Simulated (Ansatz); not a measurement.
# Run report: BSiH₆ClO, geometry relaxation

BSiH₆ClO, computed with RKS LDA/6-31G* (Ansatz 0.2.0).

The input holds or restrains some coordinates. Forces given for the steps count only the free coordinates. It belongs to a series of runs on one base structure; here: pulled along the bonds that form and break, towards end A.

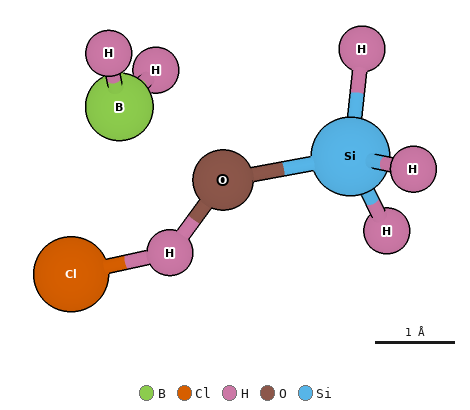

Fig. 1: The structure as given in the input (ball-and-stick view, seen on its broad side).

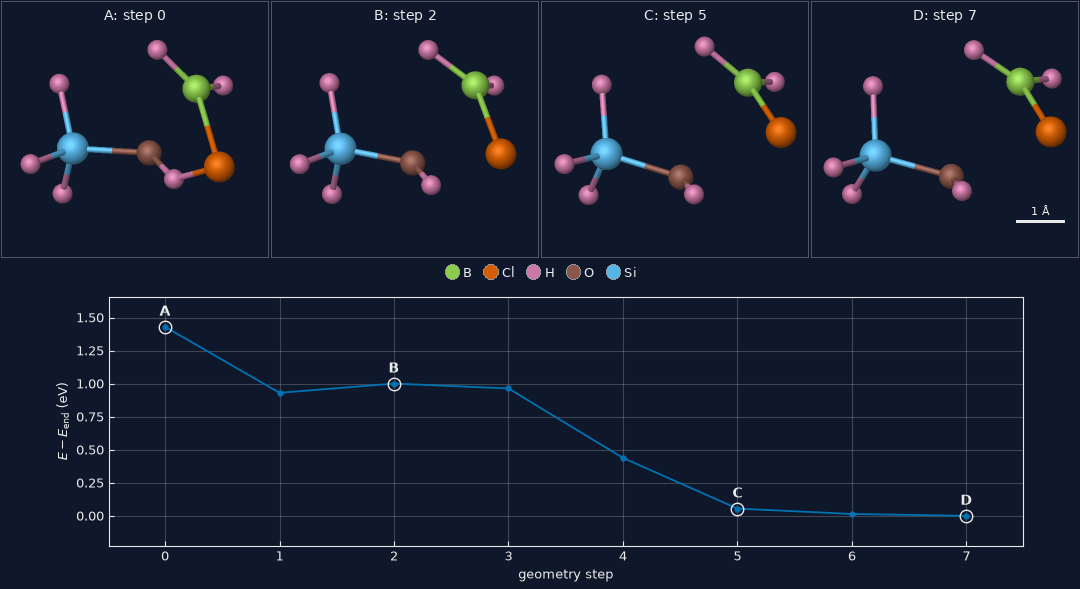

Fig. 2: Frames of the restrained relaxation (ball-and-stick view, seen at an oblique angle) above the curves, on which the letters mark them (the first geometry is step 0 here and step 1 in the log).

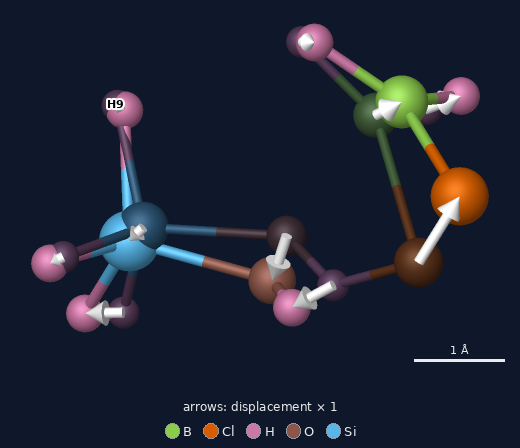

Fig. 3: Start (faint) and end (solid) with the displacements as white arrows, at true length (ball-and-stick view, seen at an oblique angle). The two geometries are laid on each other by the best rigid fit. After 7 geometry steps the energy has fallen by 1.430 eV. The largest force component goes from 5.3 to 1.3 eV/Å. The largest move after the best rigid fit is that of Cl2, 0.87 Å. By element the largest moves are Cl 0.87 Å, O 0.59 Å, H 0.57 Å, B 0.37 Å, Si 0.23 Å. Among the contacts that change: Cl2–H10 1.346 → 2.571 Å, B1–Cl2 2.210 → 1.823 Å, O5–H10 1.148 → 0.993 Å, Si6–H7 1.460 → 1.496 Å. Bonds break: Cl2–H10 (1.35 → 2.57 Å). Among the angles that change: Si6–O5–H10 133.2° → 117.6°, H3–B1–H4 120.0° → 126.5°, Cl2–B1–H4 120.0° → 116.2°. (Atoms are counted from 1 in the order of the input.)

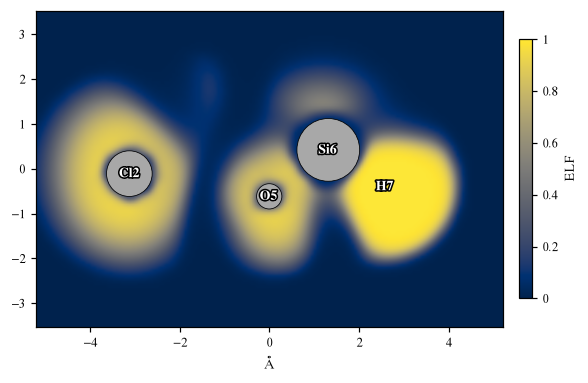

Fig. 4: ELF on the plane of atoms O5, Si6 and H7. Grey discs, where drawn, cover atomic cores. Si–O (1.68 Å): the ELF peaks at about 0.85 between the atoms (a polar covalent bond). Si–H (1.50 Å): the ELF climbs to about 1 towards the hydrogen, as it does in any bond to H.

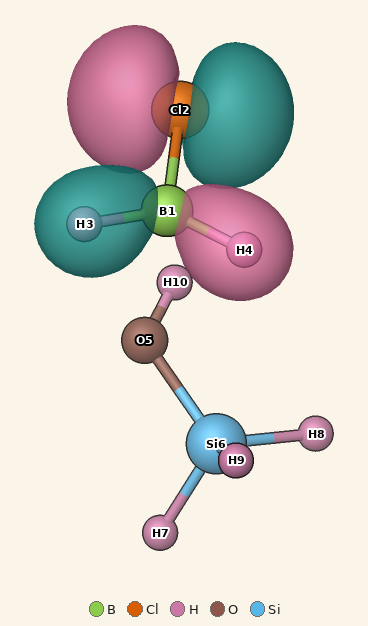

Fig. 5: The HOMO at ±0.15 Å⁻³ᐟ² (teal and pink are the two phases), seen at an oblique angle. Its energy is −7.14 eV.

The input and output of the run follow.

## Input
```yaml
crystal:
  periodic: [false, false, false]
  atoms:
    - { symbol: B, position_ang: [0.0, 0.0, 0.0] }
    - { symbol: Cl, position_ang: [0.0, 0.0, 2.21] }
    - { symbol: H, position_ang: [1.0305, 0.0, -0.595] }
    - { symbol: H, position_ang: [-1.0305, 0.0, -0.595] }
    - { symbol: O, position_ang: [0.0715, -1.6212, 0.5392] }
    - { symbol: Si, position_ang: [-0.6985, -2.9178, -0.2012] }
    - { symbol: H, position_ang: [0.2063, -4.0629, -0.2427] }
    - { symbol: H, position_ang: [-1.8953, -3.2713, 0.5566] }
    - { symbol: H, position_ang: [-1.0766, -2.5477, -1.562] }
    - { symbol: H, position_ang: [0.053, -1.2026, 1.6085] }
basis:
  gaussian: { orbitals: "6-31G*" }
hamiltonian:
  xc: lda
relax:
  f_tol: 0.15
  max_steps: 25
  restrain:
    - { distance: [0, 4], at: 2.61, k: 30.0 }
    - { distance: [9, 1], at: 2.57, k: 30.0 }
    - { distance: [0, 1], at: 1.86, k: 30.0 }
    - { distance: [9, 4], at: 1.01, k: 30.0 }
output:
  orbitals: {}
```

Launched with:
```bash
ansatz run input.yaml --threads 1 --pin off --max-ram 2048MiB --backend cpu --events-out ev --progress --plain --runs-dir out
```

## What the program printed
```
The last accepted step is kept in [file] (removed where the run ends without a failure and the disk answers)
Engine: ansatz 0.2.0, x86_64-unknown-linux-gnu
Functional definition: SPW92
  exchange = slater_x
  correlation = pw_c
985 factors; their error is unknown
mean field evaluation 1: about -23118.9597 eV, gradient 5.0e1 eV
mean field evaluation 2: about -23093.0436 eV, gradient 1.2e2 eV
mean field evaluation 4: about -23123.5639 eV, gradient 4.4e0 eV
mean field evaluation 8: about -23123.5539 eV, gradient 1.8e-1 eV
mean field -23123.55398054 eV, -849.7749350771 hartree, gradient 6.3e-5 eV, S^2 0.000000; 0 other end points of the search recorded, 0 dependent functions left out
the calculation of the forces begins
reference -23123.55401345 eV, -849.7749362864 hartree; 25, 25 occupied and 55, 55 virtual orbitals, 985 factors
relax step   1: F+E_penalty+E_count = -23123.55398054 eV  Δ(F+E_penalty+E_count) = +0.000e0 eV  max|allowed force component| = 5.277e0 eV/Å  E_restraint = 36.75912990 eV  max|allowed force component, restraints' pulls added| = 3.810e1 eV/Å  Δτ_max = 0.0000 Å  (25 SCF iters, accepted)
  distance B 0 - O 4 = 1.7100 Å
  distance H 9 - Cl 1 = 1.3457 Å
  distance B 0 - Cl 1 = 2.2100 Å
  distance H 9 - O 4 = 1.1485 Å
these checks for a lower state are left out or cut short: starts, cluster_reference, orbital_swaps, neighbouring_geometries, increment
985 factors; their error is unknown
mean field evaluation 16: about -23123.0899 eV, gradient 1.5e1 eV
mean field -23124.05364682 eV, -849.7932974740 hartree, gradient 2.5e-5 eV, S^2 0.000000; 0 other end points of the search recorded, 0 dependent functions left out
the calculation of the forces begins
reference -23124.05368019 eV, -849.7932987005 hartree; 25, 25 occupied and 55, 55 virtual orbitals, 985 factors
relax step   2: F+E_penalty+E_count = -23124.05364682 eV  Δ(F+E_penalty+E_count) = -4.997e-1 eV  max|allowed force component| = 3.177e0 eV/Å  E_restraint = 19.40739842 eV  max|allowed force component, restraints' pulls added| = 2.604e1 eV/Å  Δτ_max = 0.1946 Å  (32 SCF iters, accepted)
  distance B 0 - O 4 = 1.9507 Å
  distance H 9 - Cl 1 = 1.6897 Å
  distance B 0 - Cl 1 = 2.1463 Å
  distance H 9 - O 4 = 1.0578 Å
these checks for a lower state are left out or cut short: starts, cluster_reference, orbital_swaps, neighbouring_geometries, increment
985 factors; their error is unknown
mean field -23123.98393912 eV, -849.7907357632 hartree, gradient 2.3e-5 eV, S^2 0.000000; 0 other end points of the search recorded, 0 dependent functions left out
the calculation of the forces begins
reference -23123.98397259 eV, -849.7907369933 hartree; 25, 25 occupied and 55, 55 virtual orbitals, 985 factors
relax step   3: F+E_penalty+E_count = -23123.98393912 eV  Δ(F+E_penalty+E_count) = +6.971e-2 eV  max|allowed force component| = 2.792e0 eV/Å  E_restraint = 7.43772540 eV  max|allowed force component, restraints' pulls added| = 1.541e1 eV/Å  Δτ_max = 0.1948 Å  (33 SCF iters, accepted)
  distance B 0 - O 4 = 2.1892 Å
  distance H 9 - Cl 1 = 2.0403 Å
  distance B 0 - Cl 1 = 2.0496 Å
  distance H 9 - O 4 = 0.9624 Å
these checks for a lower state are left out or cut short: starts, cluster_reference, orbital_swaps, neighbouring_geometries, increment
985 factors; their error is unknown
mean field evaluation 32: about -23123.8646 eV, gradient 6.4e0 eV
mean field -23124.02065585 eV, -849.7920850784 hartree, gradient 1.9e-5 eV, S^2 0.000000; 0 other end points of the search recorded, 0 dependent functions left out
the calculation of the forces begins
reference -23124.02068958 eV, -849.7920863178 hartree; 25, 25 occupied and 55, 55 virtual orbitals, 985 factors
relax step   4: F+E_penalty+E_count = -23124.02065585 eV  Δ(F+E_penalty+E_count) = -3.672e-2 eV  max|allowed force component| = 2.717e0 eV/Å  E_restraint = 1.64545461 eV  max|allowed force component, restraints' pulls added| = 6.783e0 eV/Å  Δτ_max = 0.1949 Å  (28 SCF iters, accepted)
  distance B 0 - O 4 = 2.3924 Å
  distance H 9 - Cl 1 = 2.3387 Å
  distance B 0 - Cl 1 = 1.9346 Å
  distance H 9 - O 4 = 0.9530 Å
these checks for a lower state are left out or cut short: starts, cluster_reference, orbital_swaps, neighbouring_geometries, increment
985 factors; their error is unknown
mean field -23124.54596449 eV, -849.8113898149 hartree, gradient 1.1e-5 eV, S^2 0.000000; 0 other end points of the search recorded, 0 dependent functions left out
the calculation of the forces begins
reference -23124.54599844 eV, -849.8113910623 hartree; 25, 25 occupied and 55, 55 virtual orbitals, 985 factors
relax step   5: F+E_penalty+E_count = -23124.54596449 eV  Δ(F+E_penalty+E_count) = -5.253e-1 eV  max|allowed force component| = 2.064e0 eV/Å  E_restraint = 0.08488322 eV  max|allowed force component, restraints' pulls added| = 8.612e-1 eV/Å  Δτ_max = 0.1997 Å  (27 SCF iters, accepted)
  distance B 0 - O 4 = 2.5436 Å
  distance H 9 - Cl 1 = 2.5603 Å
  distance B 0 - Cl 1 = 1.8323 Å
  distance H 9 - O 4 = 0.9904 Å
these checks for a lower state are left out or cut short: starts, cluster_reference, orbital_swaps, neighbouring_geometries, increment
985 factors; their error is unknown
mean field -23124.92948423 eV, -849.8254839053 hartree, gradient 1.4e-5 eV, S^2 0.000000; 0 other end points of the search recorded, 0 dependent functions left out
the calculation of the forces begins
reference -23124.92951804 eV, -849.8254851476 hartree; 25, 25 occupied and 55, 55 virtual orbitals, 985 factors
relax step   6: F+E_penalty+E_count = -23124.92948423 eV  Δ(F+E_penalty+E_count) = -3.835e-1 eV  max|allowed force component| = 1.283e0 eV/Å  E_restraint = 0.05209872 eV  max|allowed force component, restraints' pulls added| = 7.590e-1 eV/Å  Δτ_max = 0.1949 Å  (27 SCF iters, accepted)
  distance B 0 - O 4 = 2.5717 Å
  distance H 9 - Cl 1 = 2.5798 Å
  distance B 0 - Cl 1 = 1.8191 Å
  distance H 9 - O 4 = 0.9947 Å
these checks for a lower state are left out or cut short: starts, cluster_reference, orbital_swaps, neighbouring_geometries, increment
985 factors; their error is unknown
mean field -23124.97011766 eV, -849.8269771564 hartree, gradient 2.1e-5 eV, S^2 0.000000; 0 other end points of the search recorded, 0 dependent functions left out
the calculation of the forces begins
reference -23124.97015155 eV, -849.8269784017 hartree; 25, 25 occupied and 55, 55 virtual orbitals, 985 factors
relax step   7: F+E_penalty+E_count = -23124.97011766 eV  Δ(F+E_penalty+E_count) = -4.063e-2 eV  max|allowed force component| = 1.084e0 eV/Å  E_restraint = 0.03445861 eV  max|allowed force component, restraints' pulls added| = 4.677e-1 eV/Å  Δτ_max = 0.1107 Å  (27 SCF iters, accepted)
  distance B 0 - O 4 = 2.5882 Å
  distance H 9 - Cl 1 = 2.5630 Å
  distance B 0 - Cl 1 = 1.8200 Å
  distance H 9 - O 4 = 0.9968 Å
these checks for a lower state are left out or cut short: starts, cluster_reference, orbital_swaps, neighbouring_geometries, increment
985 factors; their error is unknown
mean field evaluation 64: about -23124.9842 eV, gradient 5.4e-4 eV
mean field -23124.98423944 eV, -849.8274961221 hartree, gradient 1.5e-5 eV, S^2 0.000000; 0 other end points of the search recorded, 0 dependent functions left out
the calculation of the forces begins
reference -23124.98427314 eV, -849.8274973605 hartree; 25, 25 occupied and 55, 55 virtual orbitals, 985 factors
relax step   8: F+E_penalty+E_count = -23124.98423944 eV  Δ(F+E_penalty+E_count) = -1.412e-2 eV  max|allowed force component| = 1.255e0 eV/Å  E_restraint = 0.03004158 eV  max|allowed force component, restraints' pulls added| = 5.707e-2 eV/Å  Δτ_max = 0.0973 Å  (27 SCF iters, accepted)
  distance B 0 - O 4 = 2.5918 Å
  distance H 9 - Cl 1 = 2.5715 Å
  distance B 0 - Cl 1 = 1.8229 Å
  distance H 9 - O 4 = 0.9930 Å
985 factors; their error is unknown
mean field -23124.98423944 eV, -849.8274961221 hartree, gradient 1.5e-5 eV, S^2 0.000000; 1 other end points of the search recorded, 0 dependent functions left out
the calculation of the forces begins
reference -23124.98427314 eV, -849.8274973605 hartree; 25, 25 occupied and 55, 55 virtual orbitals, 985 factors
Total energy: -23124.98427314 eV, -849.8274973605 hartree
Atom 0 at     0.018807     0.367263     0.080129 Å, force     0.029746    -0.271416     1.255234 eV/Å
Atom 1 at    -0.043345     0.783438     1.853774 Å, force     0.018572    -0.244597    -1.117358 eV/Å
Atom 2 at     1.084004     0.461510    -0.460489 Å, force     0.024617     0.024715    -0.013623 eV/Å
Atom 3 at    -1.038626     0.161098    -0.454417 Å, force    -0.006448    -0.017175     0.001095 eV/Å
Atom 4 at     0.321509    -2.133090     0.691508 Å, force    -0.264177     0.719895     0.349372 eV/Å
Atom 5 at    -0.693430    -3.141565    -0.181551 Å, force     0.006141     0.057065     0.038798 eV/Å
Atom 6 at     0.021341    -4.430641    -0.434516 Å, force     0.014322    -0.048961    -0.008649 eV/Å
Atom 7 at    -1.967139    -3.418459     0.569807 Å, force     0.015344     0.024152     0.009546 eV/Å
Atom 8 at    -1.023724    -2.503028    -1.496577 Å, force    -0.015548     0.009072    -0.013121 eV/Å
Atom 9 at    -0.018996    -1.770026     1.550732 Å, force     0.177432    -0.252750    -0.501292 eV/Å
Dipole moment:    -0.204495    -0.211938    -0.016662 e Å
```

## Trajectory as extended XYZ (Å, eV, eV/Å), 8 frames, from step=1 to step=8
```
10
Properties=species:S:1:pos:R:3:forces:R:3 step=1 energy=-23123.55398
B     0.0000    0.0000    0.0000    0.1738  -3.9091   1.1721
Cl    0.0000    0.0000    2.2100   -0.1606   5.2770   1.4543
H     1.0305    0.0000   -0.5950    0.5749   1.1929   0.3785
H    -1.0305    0.0000   -0.5950   -0.6456   1.0094   0.3791
O     0.0715   -1.6212    0.5392   -0.0082  -0.5233  -2.5296
Si   -0.6985   -2.9178   -0.2012    0.3873   0.5823   0.4209
H     0.2063   -4.0629   -0.2427    0.4554  -0.5807  -0.0105
H    -1.8953   -3.2713    0.5566   -0.6661  -0.2101   0.3985
H    -1.0766   -2.5477   -1.5620   -0.1616   0.2749  -0.6892
H     0.0530   -1.2026    1.6085    0.0507  -3.1134  -0.9740
10
Properties=species:S:1:pos:R:3:forces:R:3 step=2 energy=-23124.05365
B    -0.0031    0.1155    0.0461    0.2684  -3.1765   1.2932
Cl   -0.0074    0.1936    2.1910   -0.0491   1.6254  -1.6683
H     1.0306    0.0179   -0.5845    0.1296   1.0075   0.6920
H    -1.0328    0.0154   -0.5851   -0.2749   0.8292   0.6676
O     0.0972   -1.7617    0.5672    0.8014   2.1787   0.1242
Si   -0.7109   -2.9446   -0.2116   -0.2423  -0.6467   0.1361
H     0.2105   -4.0730   -0.2441    0.3344  -0.7740  -0.1683
H    -1.9043   -3.2749    0.5611   -0.7352  -0.2806   0.2929
H    -1.0781   -2.5440   -1.5699   -0.0950   0.3360  -0.5845
H     0.0585   -1.3677    1.5482   -0.1373  -1.0990  -0.7849
10
Properties=species:S:1:pos:R:3:forces:R:3 step=3 energy=-23123.98394
B    -0.0092    0.2458    0.0946    0.3475  -2.7919   1.0086
Cl   -0.0149    0.3799    2.1397   -0.0365   0.6955  -2.6540
H     1.0265    0.0280   -0.5718   -0.3370   1.0905   1.0461
H    -1.0320    0.0235   -0.5734    0.0943   0.9088   0.9655
O     0.1225   -1.8802    0.5998    1.5721   2.3522  -0.6091
Si   -0.7189   -2.9625   -0.2153   -0.7098  -1.4588  -0.3679
H     0.2127   -4.0829   -0.2480    0.1975  -0.9304  -0.3265
H    -1.9131   -3.2786    0.5631   -0.7903  -0.3209   0.2233
H    -1.0782   -2.5390   -1.5749   -0.0619   0.3467  -0.4638
H     0.0650   -1.5574    1.5045   -0.2760   0.1082   1.1776
10
Properties=species:S:1:pos:R:3:forces:R:3 step=4 energy=-23124.02066
B    -0.0140    0.3490    0.1338    0.3402  -2.7174   0.4765
Cl   -0.0221    0.5563    2.0572   -0.0278   0.2753  -2.5946
H     1.0167    0.0525   -0.5467   -0.5177   1.1883   1.1768
H    -1.0278    0.0441   -0.5499    0.2619   1.0084   1.0902
O     0.1608   -1.9889    0.6106    1.8465   2.6310  -0.0488
Si   -0.7308   -2.9943   -0.2282   -0.8107  -1.5672  -0.5336
H     0.2133   -4.1060   -0.2596    0.0324  -1.0942  -0.4879
H    -1.9288   -3.2862    0.5647   -0.7480  -0.3276   0.1222
H    -1.0798   -2.5322   -1.5836   -0.0729   0.2948  -0.3775
H     0.0730   -1.7178    1.5200   -0.3039   0.3085   1.1767
10
Properties=species:S:1:pos:R:3:forces:R:3 step=5 energy=-23124.54596
B    -0.0180    0.3986    0.1216    0.2627  -2.0641   0.4859
Cl   -0.0295    0.7080    1.9275   -0.0282   0.1522  -1.5771
H     1.0188    0.1367   -0.4967   -0.2494   0.8552   0.6314
H    -1.0430    0.1154   -0.5020    0.0865   0.7020   0.6064
O     0.2387   -2.0748    0.6565    0.3505   1.5394   0.5572
Si   -0.7396   -3.0543   -0.2446    0.3399  -0.0681   0.6656
H     0.1936   -4.1901   -0.3081   -0.1842  -0.8612  -0.4957
H    -1.9647   -3.3119    0.5536   -0.4130  -0.2594  -0.0524
H    -1.0827   -2.5218   -1.5934    0.0099   0.1742  -0.0962
H     0.0869   -1.8291    1.6038   -0.1747  -0.1702  -0.7252
10
Properties=species:S:1:pos:R:3:forces:R:3 step=6 energy=-23124.92948
B    -0.0176    0.3316    0.1008    0.2480  -0.3323   0.7025
Cl   -0.0327    0.7746    1.8651   -0.0228  -0.2561  -1.1473
H     1.0498    0.2915   -0.4800   -0.2502   0.1143   0.2898
H    -1.0834    0.2334   -0.4764    0.1501  -0.0274   0.2927
O     0.3105   -2.1463    0.7058    0.0179   1.2830   0.5997
Si   -0.7005   -3.1038   -0.1965    0.0186  -0.3321  -0.0100
H     0.1167   -4.3469   -0.3946   -0.2746  -0.1211  -0.1339
H    -1.9891   -3.3583    0.5309   -0.0207  -0.1006   0.0182
H    -1.0455   -2.5095   -1.5346    0.1052   0.0823   0.0914
H     0.0523   -1.7899    1.5978    0.0285  -0.3099  -0.7030
10
Properties=species:S:1:pos:R:3:forces:R:3 step=7 energy=-23124.97012
B     0.0108    0.3717    0.0910    0.0745  -0.2515   1.0385
Cl   -0.0215    0.8031    1.8588    0.0186  -0.2621  -1.0836
H     1.0782    0.3756   -0.4652   -0.0673   0.0496   0.0860
H    -1.0621    0.2554   -0.4497    0.0683  -0.0527   0.0750
O     0.2995   -2.1268    0.7017   -0.3064   0.7513   0.3231
Si   -0.6931   -3.1509   -0.1877    0.1095   0.0477   0.1448
H     0.0594   -4.4319   -0.4362   -0.0810   0.1144   0.0211
H    -1.9721   -3.4529    0.5466    0.0349   0.0124   0.0070
H    -1.0348   -2.5232   -1.5112    0.0460   0.0037   0.0785
H    -0.0040   -1.7436    1.5703    0.1029  -0.4129  -0.6904
10
Properties=species:S:1:pos:R:3:forces:R:3 step=8 energy=-23124.98424
B     0.0188    0.3673    0.0801    0.0297  -0.2714   1.2552
Cl   -0.0433    0.7834    1.8538    0.0186  -0.2446  -1.1174
H     1.0840    0.4615   -0.4605    0.0246   0.0247  -0.0136
H    -1.0386    0.1611   -0.4544   -0.0064  -0.0172   0.0011
O     0.3215   -2.1331    0.6915   -0.2642   0.7199   0.3494
Si   -0.6934   -3.1416   -0.1816    0.0061   0.0571   0.0388
H     0.0213   -4.4306   -0.4345    0.0143  -0.0490  -0.0086
H    -1.9671   -3.4185    0.5698    0.0153   0.0242   0.0095
H    -1.0237   -2.5030   -1.4966   -0.0155   0.0091  -0.0131
H    -0.0190   -1.7700    1.5507    0.1774  -0.2527  -0.5013
```

## Results in brief

```tsv
quantity	value
outcome	converged under the restraints of the input
total energy	−23124.9843 eV
mean-field energy	−23124.9843 eV
largest force (length of the vector) at the end, held atoms and coordinates included	1.285 eV/Å
hardware	1 thread of Intel Xeon (Granite Rapids), 32 GiB of memory available, shared host
wall time	8.9 s
peak memory	0.16 GiB
```
